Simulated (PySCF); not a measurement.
# Mending a NMR shielding calculation on C$_{5}$H$_{5}$F$_{3}$N

System: C$_{5}$H$_{5}$F$_{3}$N, charge −1, SMILES C[C-](C#N)CC(F)(F)F.
Method of run 1: GIAO PBE0/pcSseg-1 NMR shielding, non-relativistic, gas phase (PySCF 2.14.0).

The run did not end well. The geometry comes from this level: GFN2-xTB. Text and figures count atoms from 1; the logs count them from 0 in places.

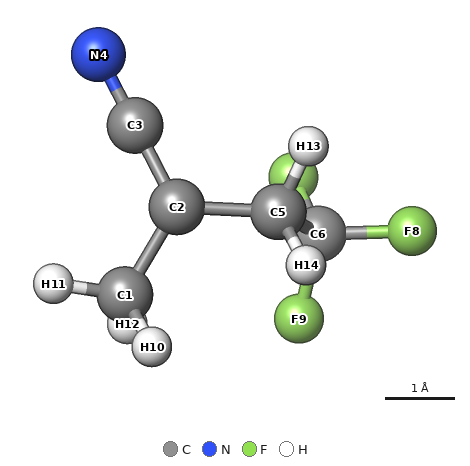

**Figure 1.** The structure as given in the input (ball-and-stick view, seen at a tilt; atoms are numbered from 1 in the order of the input).

## Input, run 1
```
{"job": {"kind": "nmr", "xc": "PBE0", "basis": "pcSseg-1", "pop": false, "scf": {"max_cycle": 2}}, "charge": -1, "multiplicity": 1}
C     -1.570930    -0.645367    -0.363901
C     -0.717857     0.267375     0.477069
C     -1.072096     1.564910     0.667948
N     -1.420515     2.650158     0.940107
C      0.698028    -0.143859     0.719414
C      1.624113    -0.086020    -0.500275
F      1.693952     1.110686    -1.100324
F      2.928552    -0.388596    -0.178791
F      1.318346    -0.972094    -1.471507
H     -1.512294    -1.678562     0.004285
H     -2.613635    -0.328206    -0.313888
H     -1.289325    -0.672561    -1.430888
H      1.163116     0.509562     1.464032
H      0.769866    -1.187899     1.064552
```

The first line tells a small driver script what to run in PySCF; the rest is the geometry in Å.

Launched with:
```bash
OMP_NUM_THREADS=1 python <driver script> task.json out
```

Hardware: 1 CPU thread, shared host.

## Output (run 1)
```
final grid: 128704 points
cycle   1  E = -547.0088717439  dE =  1.269e+00  |g| = 9.988e-01  |ddm| = 3.459e+00
cycle   2  E = -546.7849542907  dE =  2.239e-01  |g| = 1.533e+00  |ddm| = 2.516e+00
SCF not converged, last energy = -546.7849542907
```

> Diagnose this run and give a change of the input that cures it.

Some settings of this run were drawn to be unusual or wrong. The run did not converge. At least one of its steps failed, so the values that rest on that step are not results.

A run of the same system that converges differs from this input as follows (lines with − go, lines with + come):
```diff
-"pop": false
-"scf": {"max_cycle": 2}
```

## Output (run 2)
```
coarse grid: 12856 points
cycle   1  E = -546.9361137192  dE =  1.266e+00  |g| = 9.988e-01  |ddm| = 3.461e+00
cycle   2  E = -546.7121664125  dE =  2.239e-01  |g| = 1.531e+00  |ddm| = 2.521e+00
cycle   3  E = -547.1256243913  dE = -4.135e-01  |g| = 2.308e-01  |ddm| = 1.601e+00
cycle   4  E = -547.1356570136  dE = -1.003e-02  |g| = 1.096e-01  |ddm| = 2.992e-01
cycle   5  E = -547.1381284963  dE = -2.471e-03  |g| = 3.020e-02  |ddm| = 1.249e-01
cycle   6  E = -547.1383212782  dE = -1.928e-04  |g| = 4.396e-03  |ddm| = 2.855e-02
cycle   7  E = -547.1383245681  dE = -3.290e-06  |g| = 1.661e-03  |ddm| = 4.541e-03
final grid: 128704 points
cycle   8  E = -547.2105870807  dE = -4.732e-05  |g| = 8.739e-03  |ddm| = 3.240e-02
cycle   9  E = -547.2105744503  dE =  1.263e-05  |g| = 1.204e-02  |ddm| = 1.773e-02
cycle  10  E = -547.2106035985  dE = -2.915e-05  |g| = 1.665e-03  |ddm| = 9.741e-03
cycle  11  E = -547.2106041048  dE = -5.063e-07  |g| = 7.012e-04  |ddm| = 2.271e-03
cycle  12  E = -547.2106042048  dE = -9.998e-08  |g| = 1.876e-04  |ddm| = 7.127e-04
cycle  13  E = -547.2106042124  dE = -7.588e-09  |g| = 2.791e-05  |ddm| = 1.999e-04
cycle  14  E = -547.2106042125  dE = -1.589e-10  |g| = 1.168e-05  |ddm| = 4.715e-05
converged SCF energy = -547.2106042125

GIAO shielding tensors (ppm)
atom      isotropic    diamagn.    paramagn.     s11        s22        s33       span
  0 C      162.732     243.226     -80.494    148.957    154.604    184.635     35.677
  1 C      185.747     258.117     -72.370    164.566    190.419    202.257     37.691
  2 C       42.873     254.918    -212.045    -72.529    -62.143    263.291    335.820
  3 N      -17.336     346.737    -364.073   -190.375     12.530    125.837    316.212
  4 C      137.158     245.842    -108.683    110.002    142.596    158.878     48.876
  5 C       46.729     243.645    -196.916     36.096     42.546     61.546     25.450
  6 F      261.598     474.982    -213.384    170.387    268.934    345.472    175.085
  7 F      245.709     473.198    -227.489    146.334    231.193    359.600    213.265
  8 F      254.937     476.125    -221.188    167.625    256.351    340.835    173.211
  9 H       30.455      29.602       0.853     26.308     28.349     36.708     10.400
 10 H       30.002      29.052       0.950     25.882     28.057     36.067     10.185
 11 H       29.265      29.625      -0.360     23.605     28.534     35.656     12.050
 12 H       28.757      29.629      -0.872     23.793     29.580     32.898      9.105
 13 H       29.088      29.729      -0.641     23.330     30.323     33.612     10.282
```

## The two runs side by side

| quantity | run 1 | run 2 |
| --- | --- | --- |
| outcome | not converged | converged |
| total energy (hartree) | – | −547.210604 |
| HOMO (eV) | – | 0.33 |
| LUMO (eV) | – | 5.52 |
| shielding of C1 (ppm) | – | 162.7 |
| shielding of C2 (ppm) | – | 185.7 |
| shielding of C3 (ppm) | – | 42.9 |
| shielding of N4 (ppm) | – | −17.3 |
| shielding of C5 (ppm) | – | 137.2 |
| shielding of C6 (ppm) | – | 46.7 |
| shielding of F7 (ppm) | – | 261.6 |
| SCF iterations | – | 14 |
| basis functions | – | 178 |
| wall time (shared host) | 4 s | 22 s |

Notes on run 2: The highest filled orbital lies above zero: either the extra electron isn't bound at this level, or the self-interaction error of the functional lifts the level.
